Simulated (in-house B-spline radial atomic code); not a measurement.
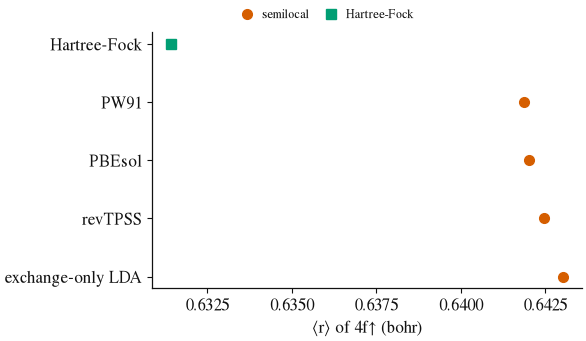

The Ta²⁺ ion in the configuration [Xe] 4f14 5d3 (high spin). All runs are scalar-relativistic, spin-polarised and spherical, computed with an in-house B-spline radial code (spin-free X2C). Hartree-Fock is the average over the configuration. The plot shows the mean radius (bohr) of the 4f up orbital by 5 methods.

How much do the methods differ, and in which order?

The most compact is Hartree-Fock (0.6314) and the most diffuse exchange-only LDA (0.6430), a spread of 1.8 %. In order (bohr): Hartree-Fock (0.6314), PW91 (0.6419), PBEsol (0.6420), revTPSS (0.6425), exchange-only LDA (0.6430).
